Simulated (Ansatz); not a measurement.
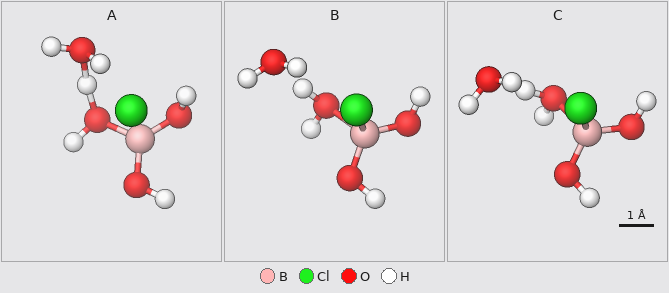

3 geometries from a converged minimum-energy path of BH$_{6}$O$_{4}$Cl, shuffled. A ball-and-stick model, seen at a tilt.

Method: RKS B3LYP-D4/def2-SVP in Ansatz. Settings: 9 movable images; climbing image; force threshold 0.03 eV/Å; iteration limit 58; starting path through a guess of the saddle point.

### Which frame is the transition state?

A. In order along the path, whose images run from 0 to 10: C (image 2, +2.4 kcal/mol), B (image 3, +3.6 kcal/mol), A (image 5, +8.5 kcal/mol). Breaking: B–Cl (1.90 → 3.66 Å), 2 H–O (0.97–1.03 → 1.78–1.81 Å). Forming: Cl–H (2.67 → 1.31 Å), H–O (1.56 → 0.98 Å).

The run took 16 min on 2 threads of AMD EPYC 7R43 64-Core Processor (Zen 3), with other jobs on the host, peak memory 0.31 GiB.
